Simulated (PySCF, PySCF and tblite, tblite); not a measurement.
# C₂H₄F₂: conformers and averaged spectra, part 2 of 2

PySCF and tblite. Atoms count from 0. The steps go on from the part before.

## (8) Single-point energy, conformer 2: PBE0/def2-TZVP

What the job is given:

```
{"job": {"xc": "PBE0", "basis": "def2-TZVP", "kind": "sp"}, "charge": 0, "multiplicity": 1}
F     -1.209424    -1.012354     0.765956
C     -0.741939    -0.060646    -0.098022
C      0.734208     0.148512     0.075080
F      1.442620    -0.923670    -0.394524
H     -0.954363    -0.379988    -1.133002
H     -1.269330     0.890845     0.093531
H      0.967223     0.292201     1.144359
H      1.040062     1.054512    -0.477944
```

The log of the run:

```text
coarse grid: 6824 points
cycle   1  E = -278.0633803433  dE =  3.258e-01  |g| = 6.026e-01  |ddm| = 1.907e+00
cycle   2  E = -277.9940695326  dE =  6.931e-02  |g| = 9.297e-01  |ddm| = 1.039e+00
cycle   3  E = -278.1200184919  dE = -1.259e-01  |g| = 4.201e-02  |ddm| = 6.424e-01
cycle   4  E = -278.1202921470  dE = -2.737e-04  |g| = 1.452e-02  |ddm| = 3.464e-02
cycle   5  E = -278.1203371417  dE = -4.499e-05  |g| = 4.929e-03  |ddm| = 1.316e-02
cycle   6  E = -278.1203421376  dE = -4.996e-06  |g| = 3.262e-04  |ddm| = 4.521e-03
final grid: 67112 points
cycle   7  E = -278.1236592577  dE = -5.344e-05  |g| = 6.077e-03  |ddm| = 2.793e-02
cycle   8  E = -278.1236553664  dE =  3.891e-06  |g| = 7.811e-03  |ddm| = 7.604e-03
cycle   9  E = -278.1236669647  dE = -1.160e-05  |g| = 1.011e-03  |ddm| = 4.041e-03
cycle  10  E = -278.1236671093  dE = -1.446e-07  |g| = 2.575e-04  |ddm| = 9.487e-04
cycle  11  E = -278.1236671200  dE = -1.067e-08  |g| = 2.306e-05  |ddm| = 1.982e-04
cycle  12  E = -278.1236671200  dE = -7.782e-11  |g| = 2.761e-06  |ddm| = 2.143e-05
converged SCF energy = -278.1236671200
```

Run time: 4.5 s. Hardware: 1 thread of Arm Neoverse N1, shared host; peak memory 0.58 GiB.

Key values: HOMO -9.50 eV, LUMO 1.40 eV; dipole 2.53 D.

## (9) Couplings, conformer 1: B3LYP/pcJ-1+pcSseg-1

What the job is given:

```
{"job": {"xc": "B3LYP", "basis": {"default": "pcSseg-1", "H": "pcJ-1", "F": "pcJ-1"}, "nuclei": ["H", "F", "P", "Si", "B"], "kind": "j"}, "charge": 0, "multiplicity": 1}
F     -1.229920    -0.836236     0.943291
C     -0.750905     0.069676     0.036508
C      0.753137    -0.067527    -0.042886
F      1.232499     0.840525    -0.947333
H     -1.204166    -0.121527    -0.950894
H     -1.024500     1.090101     0.354390
H      1.026988    -1.087111    -0.362904
H      1.205923     0.121511     0.945262
```

The log of the run:

```text
coarse grid: 6824 points
cycle   1  E = -278.1995620434  dE =  2.804e-01  |g| = 6.016e-01  |ddm| = 2.002e+00
cycle   2  E = -278.1402958367  dE =  5.927e-02  |g| = 9.048e-01  |ddm| = 8.234e-01
cycle   3  E = -278.2516972027  dE = -1.114e-01  |g| = 4.911e-02  |ddm| = 5.009e-01
cycle   4  E = -278.2520882773  dE = -3.911e-04  |g| = 2.007e-02  |ddm| = 4.018e-02
cycle   5  E = -278.2521822460  dE = -9.397e-05  |g| = 4.063e-03  |ddm| = 1.615e-02
cycle   6  E = -278.2521853455  dE = -3.099e-06  |g| = 1.715e-04  |ddm| = 2.642e-03
final grid: 67112 points
cycle   7  E = -278.2882458038  dE = -8.222e-05  |g| = 6.615e-03  |ddm| = 1.097e-02
cycle   8  E = -278.2882369941  dE =  8.810e-06  |g| = 1.002e-02  |ddm| = 8.184e-03
cycle   9  E = -278.2882534669  dE = -1.647e-05  |g| = 5.754e-04  |ddm| = 4.847e-03
cycle  10  E = -278.2882535166  dE = -4.976e-08  |g| = 2.348e-04  |ddm| = 5.682e-04
cycle  11  E = -278.2882535276  dE = -1.096e-08  |g| = 1.502e-05  |ddm| = 1.615e-04
cycle  12  E = -278.2882535276  dE = -2.592e-11  |g| = 6.492e-07  |ddm| = 6.611e-06
converged SCF energy = -278.2882535276

Indirect spin-spin couplings (Hz)
  i      j    bonds     total        FC       PSO       DSO        SD
  0 F    3 F    3    -58.776   -29.686   -45.039    -1.569    17.519
  0 F    4 H    2     52.449    45.914    11.147    -1.446    -3.166
  0 F    5 H    2     52.406    45.876    11.142    -1.446    -3.166
  0 F    6 H    3      0.981     0.560     1.169    -0.237    -0.512
  0 F    7 H    3      1.092     0.674     1.164    -0.230    -0.516
  3 F    4 H    3      0.984     0.564     1.170    -0.237    -0.513
  3 F    5 H    3      1.088     0.670     1.164    -0.230    -0.515
  3 F    6 H    2     52.447    45.911    11.147    -1.447    -3.166
  3 F    7 H    2     52.410    45.880    11.141    -1.446    -3.166
  4 H    5 H    2     -9.566    -9.368     1.819    -2.017         -
  4 H    6 H    3      6.359     6.448     0.270    -0.359         -
  4 H    7 H    3     12.901    13.392     2.456    -2.947         -
  5 H    6 H    3     12.901    13.392     2.456    -2.947         -
  5 H    7 H    3      6.318     6.408     0.275    -0.365         -
  6 H    7 H    2     -9.566    -9.368     1.819    -2.017         -
```

Run time: 9.3 s. Hardware: 1 thread of Arm Neoverse N1, shared host; peak memory 0.5 GiB.

Key values: HOMO -9.28 eV, LUMO 1.31 eV; dipole 0.00 D.

## (10) Couplings, conformer 2: B3LYP/pcJ-1+pcSseg-1

What the job is given:

```
{"job": {"xc": "B3LYP", "basis": {"default": "pcSseg-1", "H": "pcJ-1", "F": "pcJ-1"}, "nuclei": ["H", "F", "P", "Si", "B"], "kind": "j"}, "charge": 0, "multiplicity": 1}
F     -1.209424    -1.012354     0.765956
C     -0.741939    -0.060646    -0.098022
C      0.734208     0.148512     0.075080
F      1.442620    -0.923670    -0.394524
H     -0.954363    -0.379988    -1.133002
H     -1.269330     0.890845     0.093531
H      0.967223     0.292201     1.144359
H      1.040062     1.054512    -0.477944
```

The log of the run:

```text
coarse grid: 6824 points
cycle   1  E = -278.1929309696  dE =  2.968e-01  |g| = 6.279e-01  |ddm| = 1.990e+00
cycle   2  E = -278.1151956490  dE =  7.774e-02  |g| = 9.910e-01  |ddm| = 9.796e-01
cycle   3  E = -278.2520373859  dE = -1.368e-01  |g| = 4.942e-02  |ddm| = 6.067e-01
cycle   4  E = -278.2524230086  dE = -3.856e-04  |g| = 2.179e-02  |ddm| = 4.312e-02
cycle   5  E = -278.2525334249  dE = -1.104e-04  |g| = 4.778e-03  |ddm| = 1.787e-02
cycle   6  E = -278.2525377878  dE = -4.363e-06  |g| = 3.114e-04  |ddm| = 3.554e-03
final grid: 67112 points
cycle   7  E = -278.2886235555  dE = -8.290e-05  |g| = 6.393e-03  |ddm| = 1.119e-02
cycle   8  E = -278.2886152111  dE =  8.344e-06  |g| = 9.716e-03  |ddm| = 7.949e-03
cycle   9  E = -278.2886306022  dE = -1.539e-05  |g| = 6.151e-04  |ddm| = 4.782e-03
cycle  10  E = -278.2886306602  dE = -5.795e-08  |g| = 2.550e-04  |ddm| = 6.726e-04
cycle  11  E = -278.2886306732  dE = -1.297e-08  |g| = 1.685e-05  |ddm| = 1.817e-04
cycle  12  E = -278.2886306732  dE = -4.104e-11  |g| = 1.238e-06  |ddm| = 1.113e-05
converged SCF energy = -278.2886306732

Indirect spin-spin couplings (Hz)
  i      j    bonds     total        FC       PSO       DSO        SD
  0 F    3 F    3    -11.210    -4.168    -5.436    -0.469    -1.138
  0 F    4 H    2     57.647    51.795    10.421    -1.347    -3.222
  0 F    5 H    2     52.955    47.146    10.421    -1.429    -3.184
  0 F    6 H    3     21.984    20.973     1.554    -0.058    -0.484
  0 F    7 H    3     43.324    44.926     0.735    -2.156    -0.181
  3 F    4 H    3     21.977    20.966     1.555    -0.059    -0.485
  3 F    5 H    3     43.311    44.910     0.738    -2.156    -0.181
  3 F    6 H    2     57.688    51.839    10.421    -1.346    -3.225
  3 F    7 H    2     52.952    47.131    10.432    -1.430    -3.180
  4 H    5 H    2    -13.085   -12.871     1.883    -2.097         -
  4 H    6 H    3     10.754    11.261     2.462    -2.969         -
  4 H    7 H    3      0.992     1.118     0.505    -0.631         -
  5 H    6 H    3      0.990     1.116     0.504    -0.630         -
  5 H    7 H    3      1.452     1.468    -0.082     0.066         -
  6 H    7 H    2    -13.084   -12.871     1.883    -2.096         -
```

It took 9.2 s on 1 thread of Arm Neoverse N1, shared host; peak memory 0.5 GiB.

This run: HOMO -9.18 eV, LUMO 1.10 eV; dipole 2.65 D.

## (11) Averages: properties at PBE0/pcSseg-2

What the job is given:

```
{"job": {"study": "conf", "smiles": "FCCF", "search": {"seed": 6777, "n_embed": 90, "ff_keep": 14, "window": 4.0, "nmax": 7, "temps": [250, 273.15, 298.15, 323.15, 373.15], "t_ref": 298.15, "order": 0.0005, "geom": true}, "level": {"nmr": {"xc": "PBE0", "basis": "pcSseg-2"}, "sp": {"xc": "PBE0", "basis": "def2-TZVP"}, "j": {"xc": "B3LYP", "basis": {"default": "pcSseg-1", "H": "pcJ-1", "F": "pcJ-1"}, "nuclei": ["H", "F", "P", "Si", "B"], "top": 4}}, "kind": "conf"}, "charge": 0, "multiplicity": 1}
F     -1.209424    -1.012354     0.765956
C     -0.741939    -0.060646    -0.098022
C      0.734208     0.148512     0.075080
F      1.442620    -0.923670    -0.394524
H     -0.954363    -0.379988    -1.133002
H     -1.269330     0.890845     0.093531
H      0.967223     0.292201     1.144359
H      1.040062     1.054512    -0.477944
```

The log of the run:

```text
conformer  sym    E(xTB)   E(DFT)   G(298.15 K)  weight  dipole/D
    1     C2h     0.000    1.114    1.512   0.0723    0.004
    2     C2      1.382    0.000    0.000   0.9277    2.533

mean shielding (ppm) by class
class atoms           250 K   273.15 K   298.15 K   323.15 K   373.15 K
  0 F  0,3          420.957    421.161    421.377    421.586    421.978
  1 C  1,2           97.513     97.552     97.594     97.635     97.711
  2 H  4,5,6           26.8       26.8       26.8     26.801     26.801
```

Run time: 64 s. Hardware: 1 thread of Arm Neoverse N1, shared host. This counts the runs that the step sums up.

The search (ETKDG and KDG, MMFF94s, GFN2-xTB) embedded 90 structures, kept 2 distinct ones after the force field and 2 after xTB; 2 were carried on (window 4.0 kcal/mol at the search's own energies). Energies: PBE0/def2-TZVP with D3(BJ).

The conformers at 298 K:

```
no.  group  mirror pair  ΔE xTB  ΔE DFT    ΔG  weight (%)  μ (D)  F0–C1–C2–F3 (°)      A, B, C (GHz)
  1    C2h           no    0.00    1.11  1.51         7.2   0.00             -180  32.30, 3.91, 3.65
  2     C2          yes    1.38    0.00  0.00        92.8   2.53               71  17.72, 5.02, 4.40
```

Energies in kcal/mol. ΔG holds xTB vibrations and rotation, symmetry numbers and mirror pairs.

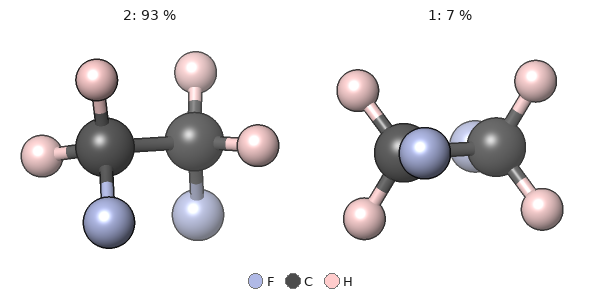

The conformers with their weights.

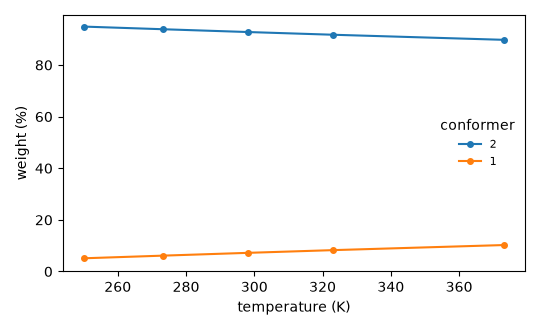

Weights against temperature.

How the weights hang on the way they are made:

| scheme | 2 | 1 | mean μ (D) |
| --- | --- | --- | --- |
| DFT free energy | 93 | 7 | 2.35 |
| DFT energy, symmetry counted | 93 | 7 | 2.35 |
| DFT energy alone | 87 | 13 | 2.20 |
| xTB energy, symmetry counted | 16 | 84 | 0.41 |
| xTB free energy | 16 | 84 | 0.41 |
| lowest conformer only | 100 | 0 | 2.53 |
| equal weights | 50 | 50 | 1.27 |

Shifts against references run at the same level (1H TMS 31.25, 13C TMS 184.1, 19F CFCl3 175.8 ppm of shielding), by class of atoms, at 298 K:

| atoms | environment | no. 2 | no. 1 | average |
| --- | --- | --- | --- | --- |
| C1, C2 | sp3 CH2 bonded to F | 86.8 | 82.9 | 86.5 |
| H4, H5, H6, H7 | hydrogen on an sp3 CH2 bonded to F | 4.45 | 4.42 | 4.45 |
| F0, F3 | fluorine on an sp3 carbon | -244.1 | -264.0 | -245.6 |

Couplings (Hz, B3LYP/pcJ-1+pcSseg-1; one pair named for each class), from conformers that hold 100 % of the weight:

```
 pair  bonds  no. 2  no. 1  average
F0–H4      2   55.3   52.4     55.1
H4–H5      2  -13.1   -9.6    -12.8
F0–H6      3   32.6    1.0     30.4
F0–F3      3  -11.2  -58.8    -14.7
H4–H6      3    6.1    6.3      6.1
H4–H7      3    1.0   12.9      1.9
```

## (12) Summary of results

What follows sums up all 2 parts.

```
                           quantity                                                value
                         conformers  2; the first in weight is no. 2 (C2), 93 % at 298 K
            root-mean-square dipole                                               2.44 D
averaged 13C shifts (PBE0/pcSseg-2)                                             86.5 ppm
 averaged 1H shifts (PBE0/pcSseg-2)                                             4.45 ppm
averaged 19F shifts (PBE0/pcSseg-2)                                           -245.6 ppm
```

**Reading.** At 298 K conformer 2 holds 93 % of the ensemble (95 % at 250 K, 90 % at 373 K). xTB puts no. 1 lowest, DFT no. 2. Among conformers over 5 %, C1, C2 differ by 3.9 ppm, while the average moves by 0.2 ppm from 250 to 373 K. Among vicinal couplings, F0–F3 differs most between the conformers listed (-11.2 for no. 2, -58.8 for no. 1; average -14.7 Hz).
